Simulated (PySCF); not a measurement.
## Run report: C₂H₇Al (charge +1), geometry relaxation (part 2 of 3)

The same run, continued: C₂H₇Al, charge +1, multiplicity 2; HF/6-31G*, UHF (PySCF 2.14.0). The atoms were displaced at random from an optimised geometry. The geometry is that of the parent species in another charge or spin state.

Geometry of the input (Å):
```
C  -1.2615  0.9259  -0.8066
Al 0.4635  0.0105  -0.5599
C  0.8944  -0.9219  1.0904
H  -2.0396  0.2150  -0.6107
H  -1.3822  1.3664  -1.7360
H  -1.3323  1.7302  -0.0168
H  1.5899  0.0981  -1.6980
H  0.0759  -0.9513  1.7982
H  1.2059  -1.9848  0.8737
H  1.7434  -0.4934  1.6024
```

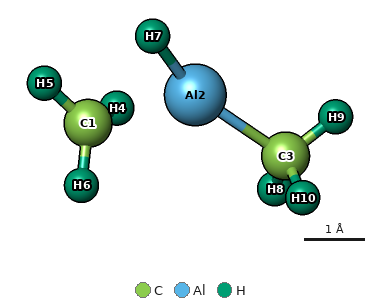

*The geometry at step 6 of the log (ball-and-stick view, seen at a tilt; atoms are numbered from 1 in the order of the input).*

The program's output, continued
```
--------------- SecondOrderUHF_Scanner gradients ---------------
         x                y                z
0 C    -0.0000600962    -0.0000382550     0.0000734379
1 Al     0.0000239041     0.0000281041    -0.0001260167
2 C     0.0001370672    -0.0000146853     0.0000903849
3 H    -0.0000510348     0.0000435888     0.0000109954
4 H     0.0000662570    -0.0000318770    -0.0000385728
5 H    -0.0000216989     0.0000089583     0.0000136112
6 H     0.0000105292    -0.0000021077     0.0000271362
7 H    -0.0000379118     0.0000210554    -0.0000403238
8 H    -0.0000328885     0.0000041691    -0.0000141425
9 H    -0.0000341274    -0.0000189507     0.0000034901
----------------------------------------------
cycle 9: E = -321.411323727  dE = -1.44533e-06  norm(grad) = 0.000272638
Step    8 : Displace = 2.578e-03/4.720e-03 (rms/max) Trust = 3.000e-01 (=) Grad = 8.622e-05/1.648e-04 (rms/max) E (change) = -321.4113237270 (-1.445e-06) Quality = 1.378
Hessian Eigenvalues: 1.88502e-02 2.29993e-02 2.37343e-02 ... 3.60732e-01 3.74967e-01 4.56363e-01

Geometry optimization cycle 10
Cartesian coordinates (Angstrom)
 Atom        New coordinates             dX        dY        dZ
   C  -1.364969   0.971846  -0.753479    0.000660  0.000273 -0.000339
  Al   0.811587  -0.089618  -0.603982   -0.000931 -0.000341 -0.000187
   C   0.889370  -0.949602   1.130423   -0.000490  0.000101 -0.000041
   H  -1.981650   0.109242  -0.557056    0.002857 -0.001348 -0.000332
   H  -1.318714   1.341821  -1.763571   -0.002400  0.001994  0.000185
   H  -1.239737   1.680742   0.050103    0.001313 -0.000767  0.000434
   H   1.395757   0.309577  -1.985809   -0.000034 -0.000713  0.000007
   H  -0.035906  -0.860528   1.688599   -0.000433 -0.000218  0.000119
   H   1.113056  -2.006461   1.007473    0.000135  0.000184  0.000467
   H   1.688438  -0.512231   1.724027   -0.000676  0.000835 -0.000312
converged SCF energy = -321.411324509382  <S^2> = 0.75810626  2S+1 = 2.0080899
--------------- SecondOrderUHF_Scanner gradients ---------------
         x                y                z
0 C    -0.0000280463    -0.0000008336     0.0000650083
1 Al    -0.0000605114     0.0000197682    -0.0000869198
2 C     0.0001527572    -0.0000188506     0.0000712734
3 H    -0.0000112656     0.0000127554     0.0000090831
4 H     0.0000287708    -0.0000166791    -0.0000230067
5 H    -0.0000034352    -0.0000109960    -0.0000162523
6 H     0.0000299681     0.0000041760     0.0000223054
7 H    -0.0000384455     0.0000211234    -0.0000380484
8 H    -0.0000349397     0.0000054544    -0.0000047207
9 H    -0.0000348524    -0.0000159181     0.0000012778
----------------------------------------------
cycle 10: E = -321.411324509  dE = -7.82383e-07  norm(grad) = 0.000235208
Step    9 : Displace = 1.629e-03/3.187e-03 (rms/max) Trust = 3.000e-01 (=) Grad = 7.438e-05/1.696e-04 (rms/max) E (change) = -321.4113245094 (-7.824e-07) Quality = 1.339
Hessian Eigenvalues: 1.61946e-02 2.30003e-02 2.43943e-02 ... 3.59880e-01 3.74960e-01 4.55900e-01

Geometry optimization cycle 11
Cartesian coordinates (Angstrom)
 Atom        New coordinates             dX        dY        dZ
   C  -1.364762   0.972265  -0.754106    0.000207  0.000419 -0.000627
  Al   0.810925  -0.089920  -0.603623   -0.000662 -0.000302  0.000359
   C   0.889210  -0.949781   1.130670   -0.000160 -0.000179  0.000246
   H  -1.980483   0.108858  -0.558075    0.001168 -0.000384 -0.001019
   H  -1.319773   1.343345  -1.763808   -0.001059  0.001524 -0.000237
   H  -1.239483   1.680513   0.050087    0.000254 -0.000229 -0.000016
   H   1.394974   0.309159  -1.985566   -0.000784 -0.000419  0.000243
   H  -0.035567  -0.861242   1.689718    0.000339 -0.000714  0.001119
   H   1.113646  -2.006503   1.007793    0.000590 -0.000042  0.000320
   H   1.688545  -0.511906   1.723640    0.000107  0.000325 -0.000387
converged SCF energy = -321.411324802998  <S^2> = 0.75810714  2S+1 = 2.0080908
--------------- SecondOrderUHF_Scanner gradients ---------------
         x                y                z
0 C    -0.0000056886    -0.0000041169     0.0000093696
1 Al    -0.0000547334     0.0000010291    -0.0000313931
2 C     0.0000718085    -0.0000093233     0.0000170138
3 H     0.0000056865     0.0000000300     0.0000073747
4 H     0.0000023672    -0.0000093665    -0.0000044941
5 H     0.0000067361     0.0000051115    -0.0000041047
6 H     0.0000215854     0.0000115205     0.0000154090
7 H    -0.0000162005     0.0000105106    -0.0000131579
8 H    -0.0000179169     0.0000019934     0.0000033735
9 H    -0.0000136442    -0.0000073885     0.0000006092
----------------------------------------------
cycle 11: E = -321.411324803  dE = -2.93617e-07  norm(grad) = 0.00010909
Step   10 : Displace = 1.048e-03/1.864e-03 (rms/max) Trust = 3.000e-01 (=) Grad = 3.450e-05/7.438e-05 (rms/max) E (change) = -321.4113248030 (-2.936e-07) Quality = 1.265
Hessian Eigenvalues: 1.38977e-02 2.30004e-02 2.36929e-02 ... 3.59315e-01 3.74961e-01 4.56101e-01

Geometry optimization cycle 12
Cartesian coordinates (Angstrom)
 Atom        New coordinates             dX        dY        dZ
   C  -1.364775   0.972474  -0.754408   -0.000013  0.000209 -0.000303
  Al   0.810804  -0.090107  -0.603379   -0.000121 -0.000187  0.000245
   C   0.889232  -0.949884   1.130866    0.000022 -0.000104  0.000197
   H  -1.980429   0.108903  -0.558858    0.000054  0.000044 -0.000783
   H  -1.319808   1.344077  -1.763905   -0.000035  0.000732 -0.000097
   H  -1.239695   1.680364   0.050128   -0.000211 -0.000149  0.000041
   H   1.394363   0.308921  -1.985557   -0.000611 -0.000238  0.000009
   H  -0.035260  -0.861602   1.690390    0.000307 -0.000360  0.000672
   H   1.114039  -2.006538   1.007958    0.000393 -0.000035  0.000164
   H   1.688760  -0.511818   1.723496    0.000214  0.000088 -0.000144
converged SCF energy = -321.411324873768  <S^2> = 0.75810537  2S+1 = 2.008089
--------------- SecondOrderUHF_Scanner gradients ---------------
         x                y                z
0 C     0.0000037478    -0.0000020427    -0.0000059973
1 Al    -0.0000215768    -0.0000131761    -0.0000000861
2 C     0.0000076171    -0.0000005691    -0.0000083077
3 H     0.0000052080    -0.0000003482     0.0000077492
4 H    -0.0000060280    -0.0000057290     0.0000016381
5 H     0.0000054252     0.0000048311    -0.0000070775
6 H     0.0000096277     0.0000171794     0.0000069850
7 H    -0.0000003769     0.0000038817     0.0000022314
8 H    -0.0000046132    -0.0000017187     0.0000038866
9 H     0.0000009691    -0.0000023083    -0.0000010217
----------------------------------------------
cycle 12: E = -321.411324874  dE = -7.07691e-08  norm(grad) = 3.98269e-05
```

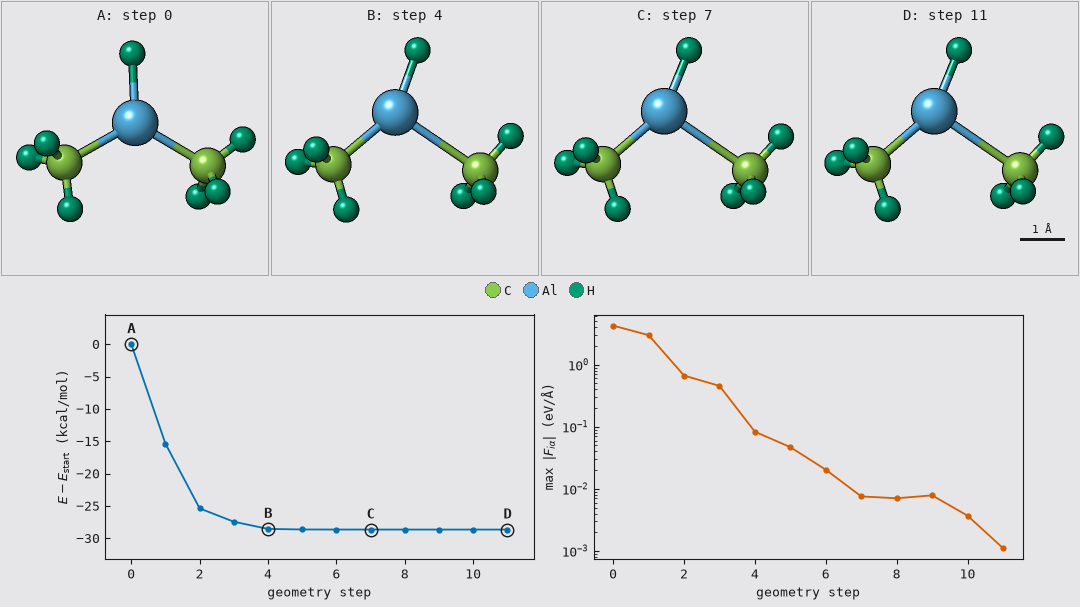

*Frames of the relaxation (ball-and-stick view, seen at an oblique angle) above the curves, on which the letters mark them (steps are counted from 0).*

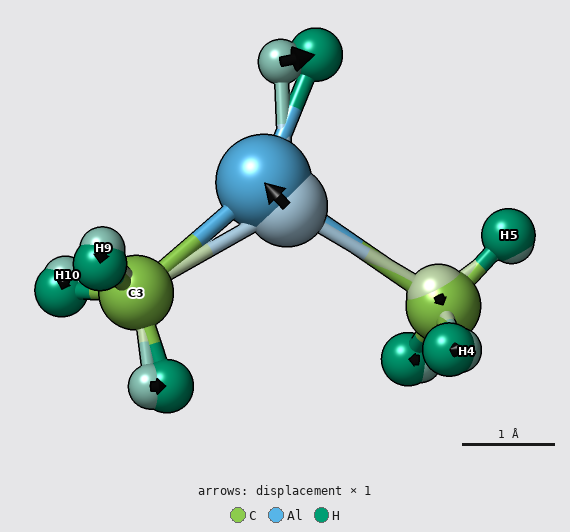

*Start (faint) and end (solid) with the displacements as black arrows, at true length (ball-and-stick view, seen at an oblique angle). The two geometries are laid on each other by the best rigid fit.*

The energy falls by 28.7 kcal/mol in 11 geometry steps. The largest force component goes from 4.3 to 0.0011 eV/Å. The largest move after the best rigid fit is that of H7, 0.41 Å. By element the largest moves are H 0.41 Å, Al 0.36 Å, C 0.12 Å. Among the contacts that change: C1–Al2 1.968 → 2.426 Å, Al2–H7 1.604 → 1.552 Å, C1–H6 1.129 → 1.079 Å, C3–H9 1.129 → 1.087 Å. Among the angles that change: C3–Al2–H7 118.2° → 153.6°, C1–Al2–H7 120.1° → 99.7°, C1–Al2–C3 121.6° → 106.6°. (Atoms are counted from 1 in the order of the input.)

```
Step   11 : Displace = 5.374e-04/8.157e-04 (rms/max) Trust = 3.000e-01 (=) Grad = 1.259e-05/2.528e-05 (rms/max) E (change) = -321.4113248738 (-7.077e-08) Quality = 1.316
Hessian Eigenvalues: 1.38977e-02 2.30004e-02 2.36929e-02 ... 3.59315e-01 3.74961e-01 4.56101e-01
Converged! =D

converged: True
C          -1.36477497        0.97247427       -0.75440849
Al          0.81080437       -0.09010731       -0.60337854
C           0.88923194       -0.94988442        1.13086609
H          -1.98042856        0.10890257       -0.55885842
H          -1.31980771        1.34407710       -1.76390518
H          -1.23969459        1.68036379        0.05012755
H           1.39436305        0.30892089       -1.98555708
H          -0.03526035       -0.86160223        1.69038972
H           1.11403922       -2.00653834        1.00795767
H           1.68875959       -0.51181830        1.72349568

WARN: HOMO -0.199206928427946 >= LUMO -0.199206928427946

converged SCF energy = -321.411324873771  <S^2> = 0.75810523  2S+1 = 2.0080889
total energy: -321.41132487 hartree
frequencies (1/cm) [   0. +54.6j   31.4 +0.j   142.2 +0.j   266.2 +0.j   364.7 +0.j
  434.9 +0.j   441.9 +0.j   523.2 +0.j   671.5 +0.j   780.1 +0.j
  809.8 +0.j  1144.7 +0.j  1401.6 +0.j  1524.1 +0.j  1531.1 +0.j
 1569.8 +0.j  1574.2 +0.j  2165.5 +0.j  3189.3 +0.j  3241.7 +0.j
 3262.6 +0.j  3290.5 +0.j  3405.9 +0.j  3427.1 +0.j ]
temperature 298.1500 [K]
pressure 101325.00 [Pa]
Rotational constants [GHz] 14.63632 4.87786 3.83971
Symmetry number 1
Zero-point energy (ZPE) 0.08018 [Eh]   210505.684 [J/mol]
                           tot       elec      trans        rot        vib
Entropy [J/mol/K]       328.140      5.763    159.399    102.825     60.153
Cv [J/mol/K]             83.341      0.000     12.472     12.472     58.398
Cp [J/mol/K]             91.656      0.000     20.786     12.472     58.398
Internal energy [J/mol]                      3718.434   3718.434 219498.990
Internal energy [Eh]   -321.32489  -321.41132
Enthalpy [J/mol]                             6197.391   3718.434 219498.990
Enthalpy [Eh]          -321.32395
Gibbs free energy [J/mol]                  -41327.482 -26938.871 201564.478
Gibbs free energy [Eh] -321.36121
```

Trajectory as extended XYZ (Å, eV, eV/Å), 12 frames, from step=0 to step=11
```
10
Properties=species:S:1:pos:R:3:forces:R:3 step=0 energy=-8744.80517
C    -1.2615    0.9259   -0.8066   -4.2597   3.0264   2.2532
Al    0.4635    0.0105   -0.5599    4.0855  -1.6962   0.1586
C     0.8944   -0.9219    1.0904   -0.5615  -1.3791   0.4257
H    -2.0396    0.2150   -0.6107    0.2483  -1.1487   0.1289
H    -1.3822    1.3664   -1.7360    0.6815   0.4437  -2.1867
H    -1.3323    1.7302   -0.0168    1.0454  -1.1371  -0.5789
H     1.5899    0.0981   -1.6980   -0.8996   0.3863  -0.1409
H     0.0759   -0.9513    1.7982    0.0239  -0.1902   0.1668
H     1.2059   -1.9848    0.8737   -0.5696   1.1797  -0.0943
H     1.7434   -0.4934    1.6024    0.2057   0.5152  -0.1326
10
Properties=species:S:1:pos:R:3:forces:R:3 step=1 energy=-8745.47196
C    -1.2662    0.9159   -0.7598   -2.9927   1.7878   0.7246
Al    0.5651   -0.0049   -0.6209    2.7356  -1.0707   0.0214
C     0.8453   -0.9015    1.0828   -0.4389  -0.4842   0.3661
H    -1.9749    0.1254   -0.5408    0.3864  -0.3738  -0.0631
H    -1.3875    1.3688   -1.7251    0.5209  -0.1496  -0.5299
H    -1.2355    1.6590    0.0512    0.5353  -0.5036  -0.2689
H     1.6068    0.1402   -1.8062   -0.6585   0.2413  -0.0333
H    -0.0064   -0.9056    1.7543    0.0398  -0.0562   0.0160
H     1.1287   -1.9465    0.8878   -0.1825   0.3788  -0.0996
H     1.6819   -0.4560    1.6134    0.0546   0.2302  -0.1335
10
Properties=species:S:1:pos:R:3:forces:R:3 step=2 energy=-8745.90594
C    -1.2974    0.9076   -0.6793   -0.4668   0.0805  -0.4255
Al    0.7141   -0.0246   -0.6849    0.6691  -0.4956   0.4863
C     0.7791   -0.8730    1.0664    0.0207   0.1916  -0.1309
H    -1.8700    0.0164   -0.4672   -0.0735   0.1237  -0.0052
H    -1.3266    1.3106   -1.6832   -0.0466  -0.0130   0.1084
H    -1.1176    1.5824    0.1362   -0.0787   0.1822   0.1737
H     1.5683    0.2194   -1.9426   -0.0778   0.1664  -0.3150
H    -0.1190   -0.8203    1.6685   -0.0175   0.0294  -0.0400
H     1.0304   -1.9145    0.9061    0.0761  -0.1787   0.0889
H     1.5959   -0.4091    1.6167   -0.0050  -0.0864   0.0592
10
Properties=species:S:1:pos:R:3:forces:R:3 step=3 energy=-8745.99523
C    -1.3458    0.9511   -0.7262   -0.1047   0.0425  -0.3667
Al    0.7246   -0.0447   -0.6301    0.4551  -0.3337   0.2546
C     0.8352   -0.9186    1.1068    0.0418   0.1739  -0.1507
H    -1.9463    0.0779   -0.5256   -0.0695   0.0461   0.0101
H    -1.3071    1.3249   -1.7421   -0.0673  -0.0196   0.1961
H    -1.1917    1.6440    0.0828   -0.0663   0.1136   0.0767
H     1.4955    0.2522   -1.9447   -0.1445   0.0995  -0.0840
H    -0.0546   -0.8709    1.7208   -0.0412   0.0286  -0.0146
H     1.0884   -1.9612    0.9429    0.0294  -0.0902   0.0393
H     1.6589   -0.4601    1.6522   -0.0327  -0.0608   0.0392
10
Properties=species:S:1:pos:R:3:forces:R:3 step=4 energy=-8746.04339
C    -1.3682    0.9728   -0.7554   -0.0129   0.0294  -0.0300
Al    0.7790   -0.0760   -0.5960    0.0833  -0.0745   0.0090
C     0.8799   -0.9482    1.1299    0.0623   0.0134  -0.0046
H    -1.9958    0.1173   -0.5622   -0.0014   0.0057   0.0038
H    -1.3011    1.3338   -1.7688   -0.0221   0.0099   0.0348
H    -1.2435    1.6841    0.0473   -0.0158  -0.0074  -0.0260
H     1.4159    0.2942   -1.9628   -0.0400   0.0309  -0.0147
H    -0.0244   -0.8800    1.7225   -0.0202   0.0100  -0.0159
H     1.1199   -1.9994    0.9854   -0.0147   0.0041   0.0165
H     1.6955   -0.5038    1.6970   -0.0185  -0.0214   0.0273
10
Properties=species:S:1:pos:R:3:forces:R:3 step=5 energy=-8746.04715
C    -1.3701    0.9747   -0.7581   -0.0027  -0.0015  -0.0019
Al    0.8020   -0.0853   -0.5957    0.0034  -0.0148  -0.0176
C     0.8904   -0.9528    1.1333    0.0469   0.0001   0.0187
H    -1.9990    0.1206   -0.5645    0.0057  -0.0103   0.0003
H    -1.3049    1.3365   -1.7700   -0.0095   0.0097  -0.0064
H    -1.2497    1.6875    0.0425    0.0039   0.0092   0.0059
H     1.3947    0.3087   -1.9762   -0.0088   0.0044   0.0095
H    -0.0246   -0.8724    1.7085   -0.0169   0.0073  -0.0113
H     1.1203   -2.0074    1.0009   -0.0102   0.0000  -0.0010
H     1.6981   -0.5152    1.7161   -0.0118  -0.0041   0.0040
10
Properties=species:S:1:pos:R:3:forces:R:3 step=6 energy=-8746.04754
C    -1.3684    0.9730   -0.7556    0.0035   0.0086   0.0079
Al    0.8102   -0.0880   -0.5997   -0.0122  -0.0034  -0.0036
C     0.8913   -0.9516    1.1321    0.0203  -0.0045   0.0093
H    -1.9937    0.1165   -0.5607    0.0067  -0.0074  -0.0003
H    -1.3093    1.3371   -1.7671   -0.0067   0.0056  -0.0021
H    -1.2467    1.6854    0.0458    0.0029  -0.0053  -0.0076
H     1.3931    0.3112   -1.9821    0.0013   0.0011   0.0017
H    -0.0299   -0.8654    1.6971   -0.0056   0.0024  -0.0054
H     1.1165   -2.0079    1.0049   -0.0050   0.0039   0.0001
H     1.6942   -0.5155    1.7220   -0.0051  -0.0011   0.0000
10
Properties=species:S:1:pos:R:3:forces:R:3 step=7 energy=-8746.04763
C    -1.3667    0.9719   -0.7537    0.0032   0.0018  -0.0037
Al    0.8127   -0.0889   -0.6025   -0.0075  -0.0009   0.0028
C     0.8906   -0.9503    1.1310    0.0015  -0.0008  -0.0007
H    -1.9885    0.1129   -0.5577    0.0049  -0.0048  -0.0008
H    -1.3133    1.3382   -1.7648   -0.0051   0.0028   0.0008
H    -1.2433    1.6829    0.0483    0.0030   0.0010   0.0006
H     1.3948    0.3111   -1.9850    0.0006  -0.0001   0.0007
H    -0.0337   -0.8615    1.6907   -0.0003  -0.0001   0.0000
H     1.1138   -2.0072    1.0064   -0.0002   0.0006   0.0007
H     1.6909   -0.5143    1.7240   -0.0002   0.0006  -0.0003
10
Properties=species:S:1:pos:R:3:forces:R:3 step=8 energy=-8746.04767
C    -1.3656    0.9716   -0.7531    0.0031   0.0020  -0.0038
Al    0.8125   -0.0893   -0.6038   -0.0012  -0.0014   0.0065
C     0.8899   -0.9497    1.1305   -0.0070   0.0008  -0.0046
H    -1.9845    0.1106   -0.5567    0.0026  -0.0022  -0.0006
H    -1.3163    1.3398   -1.7638   -0.0034   0.0016   0.0020
H    -1.2410    1.6815    0.0497    0.0011  -0.0005  -0.0007
H     1.3958    0.3103   -1.9858   -0.0005   0.0001  -0.0014
H    -0.0355   -0.8603    1.6885    0.0019  -0.0011   0.0021
H     1.1129   -2.0066    1.0070    0.0017  -0.0002   0.0007
H     1.6891   -0.5131    1.7243    0.0018   0.0010  -0.0002
10
Properties=species:S:1:pos:R:3:forces:R:3 step=9 energy=-8746.04770
C    -1.3650    0.9718   -0.7535    0.0014   0.0000  -0.0033
Al    0.8116   -0.0896   -0.6040    0.0031  -0.0010   0.0045
C     0.8894   -0.9496    1.1304   -0.0079   0.0010  -0.0037
H    -1.9816    0.1092   -0.5571    0.0006  -0.0007  -0.0005
H    -1.3187    1.3418   -1.7636   -0.0015   0.0009   0.0012
H    -1.2397    1.6807    0.0501    0.0002   0.0006   0.0008
H     1.3958    0.3096   -1.9858   -0.0015  -0.0002  -0.0011
H    -0.0359   -0.8605    1.6886    0.0020  -0.0011   0.0020
H     1.1131   -2.0065    1.0075    0.0018  -0.0003   0.0002
H     1.6884   -0.5122    1.7240    0.0018   0.0008  -0.0001
10
Properties=species:S:1:pos:R:3:forces:R:3 step=10 energy=-8746.04770
C    -1.3648    0.9723   -0.7541    0.0003   0.0002  -0.0005
Al    0.8109   -0.0899   -0.6036    0.0028  -0.0001   0.0016
C     0.8892   -0.9498    1.1307   -0.0037   0.0005  -0.0009
H    -1.9805    0.1089   -0.5581   -0.0003   0.0000  -0.0004
H    -1.3198    1.3433   -1.7638   -0.0001   0.0005   0.0002
H    -1.2395    1.6805    0.0501   -0.0003  -0.0003   0.0002
H     1.3950    0.3092   -1.9856   -0.0011  -0.0006  -0.0008
H    -0.0356   -0.8612    1.6897    0.0008  -0.0005   0.0007
H     1.1136   -2.0065    1.0078    0.0009  -0.0001  -0.0002
H     1.6885   -0.5119    1.7236    0.0007   0.0004   0.0000
10
Properties=species:S:1:pos:R:3:forces:R:3 step=11 energy=-8746.04770
C    -1.3648    0.9725   -0.7544   -0.0002   0.0001   0.0003
Al    0.8108   -0.0901   -0.6034    0.0011   0.0007   0.0000
C     0.8892   -0.9499    1.1309   -0.0004   0.0000   0.0004
H    -1.9804    0.1089   -0.5589   -0.0003   0.0000  -0.0004
H    -1.3198    1.3441   -1.7639    0.0003   0.0003  -0.0001
H    -1.2397    1.6804    0.0501   -0.0003  -0.0002   0.0004
H     1.3944    0.3089   -1.9856   -0.0005  -0.0009  -0.0004
H    -0.0353   -0.8616    1.6904    0.0000  -0.0002  -0.0001
H     1.1140   -2.0065    1.0080    0.0002   0.0001  -0.0002
H     1.6888   -0.5118    1.7235   -0.0001   0.0001   0.0001
```
